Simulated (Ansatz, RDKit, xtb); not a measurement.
# Solving CH6GeSi+, step by step, part 2 of 2

Given the formula CH6GeSi+ (charge +1, odd number of electrons) and nothing else, which arrangement of the atoms is the most stable in the gas at 298.15 K, and what are its properties?

xtb, Ansatz and PySCF; isolated molecules.

### 11 c129a at MP2/def2-TZVPP

input.yaml

```yaml
crystal:
  periodic: [false, false, false]
  atoms:
    - {symbol: C, position_ang: [-2.601671, -1.181688, 0.721349]}
    - {symbol: Ge, position_ang: [-0.894231, -0.570849, -2.452844]}
    - {symbol: Si, position_ang: [-2.333043, -1.665200, -1.041083]}
    - {symbol: H, position_ang: [-2.358848, -2.039821, 1.373383]}
    - {symbol: H, position_ang: [-3.670414, -0.946833, 0.873671]}
    - {symbol: H, position_ang: [-1.992116, -0.315501, 1.015552]}
    - {symbol: H, position_ang: [-3.065415, -2.815520, -1.617241]}
    - {symbol: H, position_ang: [-0.732642, -1.039048, -3.897576]}
    - {symbol: H, position_ang: [-0.089711, 0.630355, -1.958724]}
basis:
  gaussian:
    orbitals: def2-TZVPP
magnetization:
  spin_polarized: true
  initial_magnetization: 1
correlation:
  method: mp2
  frozen_orbitals: {Si: 5, C: 1, H: 0, Ge: 9}
total_charge: 1
```

On the command line:

```console
$ ansatz run input.yaml --threads 2 --pin off --max-ram 4350MiB --events-out events.jsonl --progress --plain --runs-dir runs
```

What it wrote, shortened:

```text
Warning: RAYON_NUM_THREADS=2 ignored (pool sized by the plan → 2); use --threads N
Functional definition: HF
  name "HF"
[...]
1199 factors; integrals over basis functions are off by at most 1.2e-3 eV
[...]
mean field -65454.36520557 eV, -2405.4035547424 hartree, gradient 2.8e-6 eV, S^2 0.760429; 1 other end points of the search recorded, 0 dependent functions left out
15 core orbitals not correlated: weight in the atoms' cores, before any rotation towards them, 1.000 or more for the frozen orbitals, at most 0.000 for the correlated occupied ones
reference -65454.36520557 eV, -2405.4035547424 hartree; 14, 13 occupied and 176, 177 virtual orbitals, 1199 factors
second order -13.94605237 eV of doubles, -0.00000000 eV of singles
Total energy: -65468.31125794 eV, -2405.9160627142 hartree
```

Wall time 5.1 s (2 threads of Intel Xeon 6975P-C (Granite Rapids), shared host); peak memory 0.55 GiB.

### 12 c138a at CCSD(T)/def2-SVP

input.yaml

```yaml
crystal:
  periodic: [false, false, false]
  atoms:
    - {symbol: C, position_ang: [-2.921230, -1.137015, 0.618498]}
    - {symbol: Ge, position_ang: [-2.424586, -1.470390, -1.220004]}
    - {symbol: Si, position_ang: [-0.447394, -0.762064, -2.152074]}
    - {symbol: H, position_ang: [-3.088446, -2.107993, 1.113337]}
    - {symbol: H, position_ang: [-3.871243, -0.577516, 0.624477]}
    - {symbol: H, position_ang: [-2.141942, -0.570598, 1.144355]}
    - {symbol: H, position_ang: [-3.376981, -2.247415, -2.136087]}
    - {symbol: H, position_ang: [-0.148218, -1.061262, -3.568472]}
    - {symbol: H, position_ang: [0.523178, -0.006700, -1.331424]}
basis:
  gaussian: {orbitals: def2-SVP}
total_charge: 1
magnetization: {spin_polarized: true, initial_magnetization: 1}
correlation: {method: ccsd_t, frozen_orbitals: {Si: 5, C: 1, H: 0, Ge: 9}}
scf: {omitted_lower_state_checks: [cluster_reference]}
```

On the command line:

```console
$ ansatz run input.yaml --threads 2 --pin off --max-ram 4350MiB --events-out events.jsonl --progress --plain --runs-dir runs
```

What it wrote, shortened:

```text
Warning: RAYON_NUM_THREADS=2 ignored (pool sized by the plan → 2); use --threads N
[... 2 set-up lines as earlier in the session ...]
[...]
941 factors; integrals over basis functions are off by at most 1.2e-3 eV
[...]
mean field -65443.01130229 eV, -2404.9863064930 hartree, gradient 9.1e-6 eV, S^2 0.758838; 0 other end points of the search recorded, 0 dependent functions left out
15 core orbitals not correlated: weight in the atoms' cores, before any rotation towards them, 1.000 or more for the frozen orbitals, at most 0.000 for the correlated occupied ones
reference -65443.01130229 eV, -2404.9863064930 hartree; 14, 13 occupied and 65, 66 virtual orbitals, 941 factors
second order -11.96778772 eV of doubles, -0.00000000 eV of singles
cycle   1  -12.51828055 eV  change   -5.5e-1 eV  update   8.8e-2
[...]
cycle  10  -13.03726378 eV  change    1.4e-5 eV  update   1.7e-5
perturbative correction -0.39253190 eV, -0.0144252814 hartree
Total energy: -65456.44109798 eV, -2405.4798423813 hartree
Checks for a lower state left out: cluster_reference
```

Wall time 8.4 s (2 threads of Intel Xeon 6975P-C (Granite Rapids), shared host); peak memory 0.63 GiB.

### 13 The ranking

Energies in kcal/mol from c129a; G adds the thermal terms to the CCSD(T)/def2-SVP + MP2/def2-TZVPP - MP2/def2-SVP energy. The columns left of the relaxed level are at the tight-binding geometries.

| label | SMILES | spin | GFN2-xTB | HF/STO-3G | r2SCAN-D4/def2-SVP | B3LYP-D3(BJ)/def2-SVP | HF/def2-SVP | MP2/def2-SVP | CCSD(T)/def2-SVP + MP2/def2-TZVPP - MP2/def2-SVP | G | share at equilibrium | T1 |
| --- | --- | --- | --- | --- | --- | --- | --- | --- | --- | --- | --- | --- |
| c129a | C[SiH+][GeH2] | doublet | 0.0 | 0.0 | 0.0 | 0.0 | 0.0 | 0.0 | 0.0 | 0.0 | 98.5 % | 0.011 |
| c138a | [CH3][GeH][SiH2+] | doublet | -2.7 | 6.6 | 1.1 | 3.1 | 2.6 | 2.7 | 2.5 | 2.5 | 1.5 % | 0.011 |
| c011 | [CH3][SiH2][GeH] ‡ | doublet | -9.6 | 23.2 | 8.6 | 6.4 | 3.3 | 8.9 | 7.6 | 6.7 | < 0.1 % | 0.012 |

‡ marks the bonded skeleton alone, with all bonds drawn single: no Lewis structure was assigned that passes a check against the bond lengths.

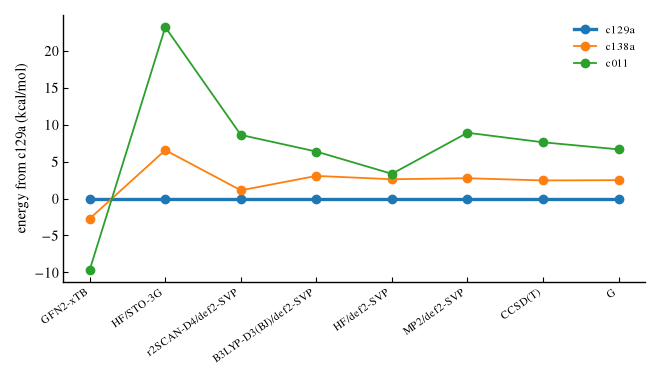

The finalists at each level, measured from c129a.

Lowest found: c129a, `C[SiH+][GeH2]`, a doublet of point group Cs. Bond lengths: C1–Si3 1.847 Å, Ge2–Si3 2.294 Å, C1–H4 1.105 Å, C1–H5 1.105 Å, C1–H6 1.099 Å, Si3–H7 1.480 Å, Ge2–H8 1.527 Å, Ge2–H9 1.528 Å. Some angles: C1–Si3–Ge2 123.6°, C1–Si3–H7 120.2°, Ge2–Si3–H7 116.2°, Si3–C1–H4 109.1°, Si3–C1–H5 109.1°, Si3–C1–H6 112.4°, Si3–Ge2–H8 120.2°, Si3–Ge2–H9 120.4°, H4–C1–H5 107.2°, H4–C1–H6 109.4°.

```xyz
9

C    -2.6017   -1.1817    0.7213
Ge   -0.8942   -0.5708   -2.4528
Si   -2.3330   -1.6652   -1.0411
H    -2.3588   -2.0398    1.3734
H    -3.6704   -0.9468    0.8737
H    -1.9921   -0.3155    1.0156
H    -3.0654   -2.8155   -1.6172
H    -0.7326   -1.0390   -3.8976
H    -0.0897    0.6304   -1.9587
```

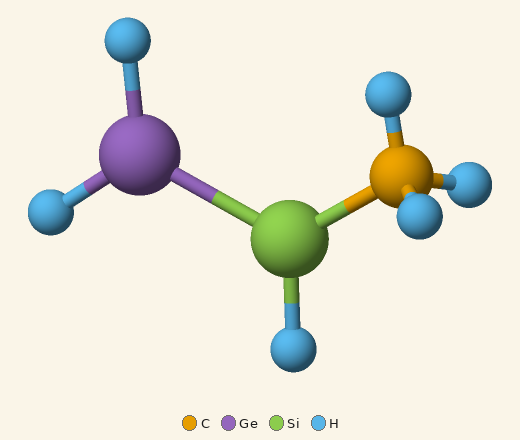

The lowest structure found, seen from a chosen angle (carbon amber, germanium purple, silicon green, hydrogen blue).

### 14 Density, orbitals and dipole (PBE0/def2-TZVPD)

input.yaml

```yaml
crystal:
  periodic: [false, false, false]
  atoms:
    - {symbol: C, position_ang: [-2.601671, -1.181688, 0.721349]}
    - {symbol: Ge, position_ang: [-0.894231, -0.570849, -2.452844]}
    - {symbol: Si, position_ang: [-2.333043, -1.665200, -1.041083]}
    - {symbol: H, position_ang: [-2.358848, -2.039821, 1.373383]}
    - {symbol: H, position_ang: [-3.670414, -0.946833, 0.873671]}
    - {symbol: H, position_ang: [-1.992116, -0.315501, 1.015552]}
    - {symbol: H, position_ang: [-3.065415, -2.815520, -1.617241]}
    - {symbol: H, position_ang: [-0.732642, -1.039048, -3.897576]}
    - {symbol: H, position_ang: [-0.089711, 0.630355, -1.958724]}
basis:
  gaussian:
    orbitals: def2-TZVPD
total_charge: 1
magnetization:
  spin_polarized: true
  initial_magnetization: 1
hamiltonian:
  xc: pbe0
output:
  forces: true
  orbitals: {seedname: orbitals}
```

On the command line:

```console
$ ansatz run input.yaml --threads 2 --pin off --max-ram 4350MiB --events-out events.jsonl --progress --plain --runs-dir runs
```

What it wrote, shortened:

```text
Warning: RAYON_NUM_THREADS=2 ignored (pool sized by the plan → 2); use --threads N
Functional definition: PBE0
  name "PBE0"
[...]
1202 factors; their error is unknown
[...]
mean field -65510.96011389 eV, -2407.4833792617 hartree, gradient 2.9e-5 eV, S^2 0.754332; 0 other end points of the search recorded, 0 dependent functions left out
[...]
reference -65510.96014548 eV, -2407.4833804229 hartree; 29, 28 occupied and 159, 160 virtual orbitals, 1202 factors
[...]
Atom 4 at    -3.670414    -0.946833     0.873671 Å, force     0.286053    -0.062174    -0.055185 eV/Å
Atom 5 at    -1.992116    -0.315501     1.015552 Å, force    -0.167875    -0.242430    -0.090055 eV/Å
Atom 6 at    -3.065415    -2.815520    -1.617241 Å, force     0.035252     0.056325     0.030003 eV/Å
Atom 7 at    -0.732642    -1.039048    -3.897576 Å, force    -0.007355     0.032479     0.089372 eV/Å
Atom 8 at    -0.089711     0.630355    -1.958724 Å, force    -0.046848    -0.073516    -0.035871 eV/Å
Dipole moment:    -0.218177    -0.134296     0.282740 e Å
```

It took 4.8 s on 2 threads of Intel Xeon 6975P-C (Granite Rapids), shared host; peak memory 0.58 GiB.

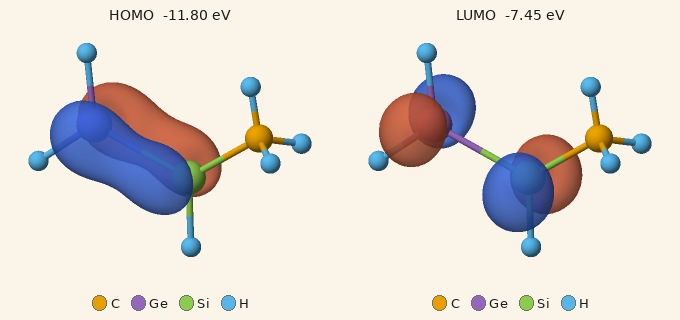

Frontier orbitals of this run (spin up), surfaces at ±0.2 Å^-3/2.

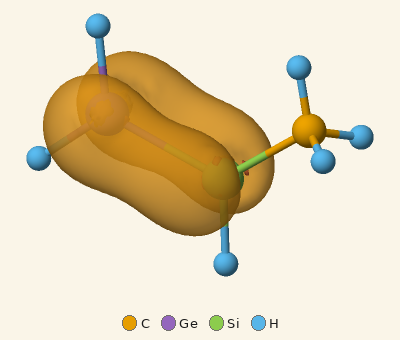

Spin density, surfaces at ±0.03 e/Å³.

### 15 Frequencies after a tight-binding relaxation (GFN2-xTB)

start.xyz

```xyz
9
c129a
C     -2.601671    -1.181688     0.721349
Ge    -0.894231    -0.570849    -2.452844
Si    -2.333043    -1.665200    -1.041083
H     -2.358848    -2.039821     1.373383
H     -3.670414    -0.946833     0.873671
H     -1.992116    -0.315501     1.015552
H     -3.065415    -2.815520    -1.617241
H     -0.732642    -1.039048    -3.897576
H     -0.089711     0.630355    -1.958724
```

On the command line:

```console
$ xtb start.xyz --gfn 2 --ohess tight --chrg 1 --uhf 1
```

What it wrote, shortened:

```text
[...]
         ::                     SUMMARY                     ::
         :::::::::::::::::::::::::::::::::::::::::::::::::::::
         :: total energy              -8.374574477736 Eh    ::
         :: gradient norm              0.000118134327 Eh/a0 ::
         :: HOMO-LUMO gap              1.632764043661 eV    ::
         ::.................................................::
         :: SCC energy                -8.460618501116 Eh    ::
         :: -> isotropic ES            0.097232411954 Eh    ::
         :: -> anisotropic ES         -0.012609720573 Eh    ::
         :: -> anisotropic XC         -0.001786289155 Eh    ::
         :: -> dispersion             -0.003980538993 Eh    ::
         :: repulsion energy           0.086044023379 Eh    ::
         :: add. restraining           0.000000000000 Eh    ::
         :: total charge               1.000000000000 e     ::
         :::::::::::::::::::::::::::::::::::::::::::::::::::::
[...]
          | TOTAL ENERGY               -8.374574477756 Eh   |
          | TOTAL ENTHALPY             -8.311384653696 Eh   |
          | TOTAL FREE ENERGY          -8.351144556858 Eh   |
          | GRADIENT NORM               0.000118069150 Eh/α |
[...]
```

It took 0.14 s on 2 threads of Intel Xeon 6975P-C (Granite Rapids), shared host.

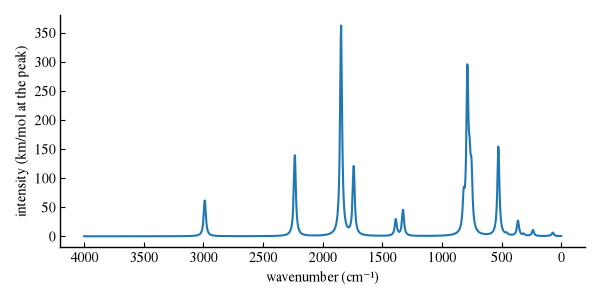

Harmonic infrared spectrum, unscaled, lines broadened by 10 cm⁻¹.

### 16 One electron fewer at the same geometry (PBE0/def2-TZVPD)

input.yaml

```yaml
crystal:
  periodic: [false, false, false]
  atoms:
    - symbol: C
      position_ang: [-2.601671, -1.181688, 0.721349]
    - symbol: Ge
      position_ang: [-0.894231, -0.570849, -2.452844]
    - symbol: Si
      position_ang: [-2.333043, -1.665200, -1.041083]
    - symbol: H
      position_ang: [-2.358848, -2.039821, 1.373383]
    - symbol: H
      position_ang: [-3.670414, -0.946833, 0.873671]
    - symbol: H
      position_ang: [-1.992116, -0.315501, 1.015552]
    - symbol: H
      position_ang: [-3.065415, -2.815520, -1.617241]
    - symbol: H
      position_ang: [-0.732642, -1.039048, -3.897576]
    - symbol: H
      position_ang: [-0.089711, 0.630355, -1.958724]
basis:
  gaussian: {orbitals: def2-TZVPD}
hamiltonian: {xc: pbe0}
total_charge: 2
```

On the command line:

```console
$ ansatz run input.yaml --threads 2 --pin off --max-ram 4350MiB --events-out events.jsonl --progress --plain --runs-dir runs
```

What it wrote, shortened:

```text
Warning: RAYON_NUM_THREADS=2 ignored (pool sized by the plan → 2); use --threads N
[... 2 set-up lines as earlier in the session ...]
[...]
1202 factors; their error is unknown
[...]
mean field -65497.16583913 eV, -2406.9764490146 hartree, gradient 4.9e-5 eV, S^2 0.000000; 0 other end points of the search recorded, 0 dependent functions left out
reference -65497.16587044 eV, -2406.9764501652 hartree; 28, 28 occupied and 160, 160 virtual orbitals, 1202 factors
Total energy: -65497.16587044 eV, -2406.9764501652 hartree
```

Run time: 1.8 s. Hardware: 2 threads of Intel Xeon 6975P-C (Granite Rapids), shared host.

Difference from the parent: 13.79 eV. Only this spin of the product was run; a higher spin can lie lower.

### 17 One electron more at the same geometry (PBE0/def2-TZVPD)

input.yaml

```yaml
crystal:
  periodic: [false, false, false]
  atoms:
    - {symbol: C, position_ang: [-2.601671, -1.181688, 0.721349]}
    - {symbol: Ge, position_ang: [-0.894231, -0.570849, -2.452844]}
    - {symbol: Si, position_ang: [-2.333043, -1.665200, -1.041083]}
    - {symbol: H, position_ang: [-2.358848, -2.039821, 1.373383]}
    - {symbol: H, position_ang: [-3.670414, -0.946833, 0.873671]}
    - {symbol: H, position_ang: [-1.992116, -0.315501, 1.015552]}
    - {symbol: H, position_ang: [-3.065415, -2.815520, -1.617241]}
    - {symbol: H, position_ang: [-0.732642, -1.039048, -3.897576]}
    - {symbol: H, position_ang: [-0.089711, 0.630355, -1.958724]}
basis:
  gaussian: {orbitals: def2-TZVPD}
scf: {lower_state_search: off}
hamiltonian: {xc: {name: PBE0}}
```

On the command line:

```console
$ ansatz run input.yaml --threads 2 --pin off --max-ram 4350MiB --events-out events.jsonl --progress --plain --runs-dir runs
```

What it wrote, shortened:

```text
Warning: RAYON_NUM_THREADS=2 ignored (pool sized by the plan → 2); use --threads N
[... 2 set-up lines as earlier in the session ...]
[...]
1202 factors; their error is unknown
[...]
mean field -65518.09720610 eV, -2407.7456625627 hartree, gradient 6.3e-6 eV, S^2 0.000000; 0 other end points of the search recorded, 0 dependent functions left out
reference -65518.09724039 eV, -2407.7456638232 hartree; 29, 29 occupied and 159, 159 virtual orbitals, 1202 factors
Total energy: -65518.09724039 eV, -2407.7456638232 hartree
Checks for a lower state left out: stability, starts, cluster_reference, orbital_swaps, neighbouring_geometries, increment
```

Run time: 1.3 s. Hardware: 2 threads of Intel Xeon 6975P-C (Granite Rapids), shared host.

Parent less the species with the added electron: 7.14 eV.

### 18 The quartet at the same geometry (PBE0/def2-TZVPD)

Changes to input.yaml since step 17:

```diff
@@ -13,4 +13,9 @@
 basis:
-  gaussian: {orbitals: def2-TZVPD}
-scf: {lower_state_search: off}
-hamiltonian: {xc: {name: PBE0}}
+  gaussian:
+    orbitals: def2-TZVPD
+total_charge: 1
+magnetization:
+  spin_polarized: true
+  initial_magnetization: 3
+hamiltonian:
+  xc: {name: PBE0}
```

On the command line:

```console
$ ansatz run input.yaml --threads 2 --pin off --max-ram 4350MiB --events-out events.jsonl --progress --plain --runs-dir runs
```

What it wrote, shortened:

```text
Warning: RAYON_NUM_THREADS=2 ignored (pool sized by the plan → 2); use --threads N
[... 2 set-up lines as earlier in the session ...]
[...]
1202 factors; their error is unknown
[...]
mean field -65506.04228239 eV, -2407.3026522875 hartree, gradient 5.9e-5 eV, S^2 3.757326; 2 other end points of the search recorded, 0 dependent functions left out
reference -65506.04231456 eV, -2407.3026534699 hartree; 30, 27 occupied and 158, 161 virtual orbitals, 1202 factors
Total energy: -65506.04231456 eV, -2407.3026534699 hartree
```

Wall time 6.3 s (2 threads of Intel Xeon 6975P-C (Granite Rapids), shared host); peak memory 0.59 GiB.

It lies 4.92 eV above the doublet.

### 19 What came out

What follows sums up all 2 parts.

| quantity | value |
| --- | --- |
| lowest structure found | C[SiH+][GeH2], doublet, Cs |
| next finalist | [CH3][GeH][SiH2+], doublet, 2.5 kcal/mol higher in G |
| share at equilibrium, among the finalists | 98.5 % |
| funnel | 29 starts, 18 minima at GFN2-xTB, 7 screening runs, 1 rescued, 5 relaxed, 3 ranked |
| CPU time of all runs | 26 min |
| harmonic wavenumbers, lowest and highest (B3LYP-D3(BJ)/def2-SVP) | 90 and 3155 cm⁻¹ |
| rotational constants, same geometry | 0.6384, 0.07271, 0.06609 cm⁻¹ |
| HOMO energy (highest over α and β) (PBE0/def2-TZVPD) | -11.80 eV |
| LUMO energy (lowest over α and β) (PBE0/def2-TZVPD) | -8.93 eV |
| vertical ionisation energy (to the singlet ion of charge +2) | 13.79 eV |
| vertical recombination energy (electron added) | 7.14 eV |
| vertical quartet less doublet | +4.92 eV |

**Reading.** The lowest structure found is `C[SiH+][GeH2]`. The margin, 2.5 kcal/mol, is modest. HF/STO-3G, r2SCAN-D4/def2-SVP, B3LYP-D3(BJ)/def2-SVP, HF/def2-SVP and MP2/def2-SVP already put its bonding pattern lowest among the structures in one piece; GFN2-xTB favours the doublet [CH3][SiH2][GeH] ‡. The largest share of the time went into recheck (48 %). Lowest found is not proven lowest: the search is finite, and each finalist counts with one conformer. Patterns outside the rules of the enumeration were met only by chance.

‡ marks the bonded skeleton alone, with all bonds drawn single: no Lewis structure was assigned that passes a check against the bond lengths.
